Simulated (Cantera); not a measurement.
Input: 1 mol Ti, 0.044 mol CO2, 2.9 mol H2, held at 62.0 mbar.

Equilibrium computed with Cantera from the NASA thermochemical tables; the gas is ideal and each condensed phase is pure. Candidate condensed phases: C, C6H6, C7H8, C8H18, H2O, Ti, TiC, TiO, TiO2, Ti2O3, Ti3O5, Ti4O7; 113 gas species. Mutual solubility and eutectic melting of coexisting phases are not modelled. TiC, TiO: taken at fixed stoichiometry. Condensed phases not in the tables: solid solutions among these carbides, nitrides and lower oxides, N, O or C dissolved in the metal. Equilibrium is a limit: real reactors are often held back by kinetics, nucleation or transport.

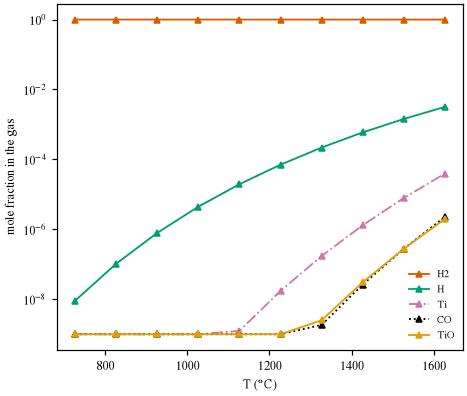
*Equilibrium gas composition (values under 1e-9 drawn at 1e-9)*

From 727 °C to 827 °C the condensed part is Ti(α) + TiC(s) + TiO(s). From 927 °C to 1627 °C the condensed part is Ti(β) + TiC(s) + TiO(s).
